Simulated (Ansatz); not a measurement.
SrCa2Ti3O9 (perovskite [001] superlattice) (P4mm), computed twice by G0W0.

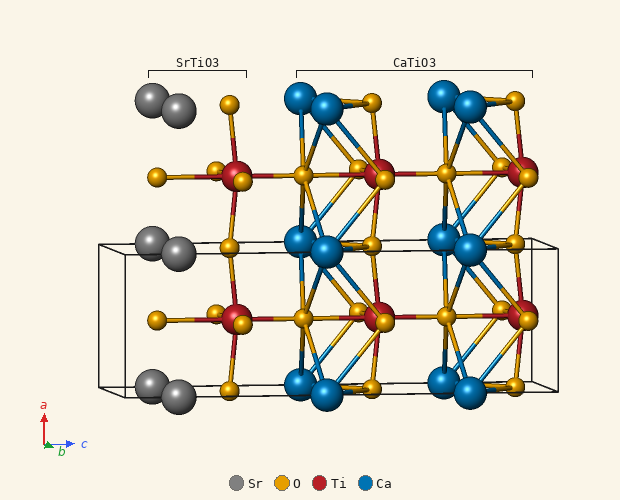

The structure (strontium grey, oxygen orange, titanium red, calcium blue). 2×1×1 cells are drawn. Some periodic images of atoms are drawn too.

The structure was built from a prototype and need not be the compound's stable phase.

```xyz
15
Lattice="3.8046 0.0000 0.0000 0.0000 3.8046 0.0000 0.0000 0.0000 11.6836" Properties=species:S:1:pos:R:3 pbc="T T T"
Sr    0.0000    0.0000    1.1456
O     1.9023    1.9023    0.9173
Ti    1.9023    1.9023    3.0659
O     1.9023    0.0000    2.8717
O     0.0000    1.9023    2.8717
Ca    0.0000    0.0000    5.1426
O     1.9023    1.9023    4.8653
Ti    1.9023    1.9023    6.9137
O     1.9023    0.0000    6.7120
O     0.0000    1.9023    6.7120
Ca    0.0000    0.0000    9.0101
O     1.9023    1.9023    8.7252
Ti    1.9023    1.9023   10.7822
O     1.9023    0.0000   10.5762
O     0.0000    1.9023   10.5762
```

The structure was relaxed with LDA. The runs that relaxed it are not among those shown.

The first (Ansatz 0.2.0; start LDA, 4×4×2 mesh, 327 empty bands, screening to 90 eV, PAW set soft_1 files; 4 threads of Arm Neoverse V1, shared host) gave, on its mesh: starting gap 1.76 eV, G0W0 gap 3.63 eV, RPA ε∞ (mean) 5.76, 4.4 min.

The second changes empty bands from 327 to 82 and screening cutoff (eV) from 90.0 to 36. What does it give?

It gave: starting gap 1.76 eV, G0W0 gap 4.19 eV, RPA ε∞ (mean) 5.83, 70 s. The G0W0 gap moves by +0.55 eV, +0.00 eV from the start and +0.55 eV from the correction. Σc changes by +0.14 eV at the valence top and +0.69 eV at the conduction bottom, and Σx − Vxc between them by +0.00 eV.

Limits: not at the basis limit; no spin-orbit coupling; coarse k mesh.

[Paths, hosts, dates, memory and timing lines, banners, echoed tables and standing remarks are left out of the program output.]

[Logs are printed without paths, hosts, clocks, repeated set-up lines and the standing remarks that a program may print on its own settings, such as how far it seeks lower states.]

[Runs of the session that timed out or met a known fault of the program may be left out.]

[Cells called generated may have been cut or substituted from an entry of the Crystallography Open Database or the Materials Project.]

[Hosts, paths, dates, database ids (printed as entryN), source tags and the programs' standing remarks are cut or masked in the printed files.]
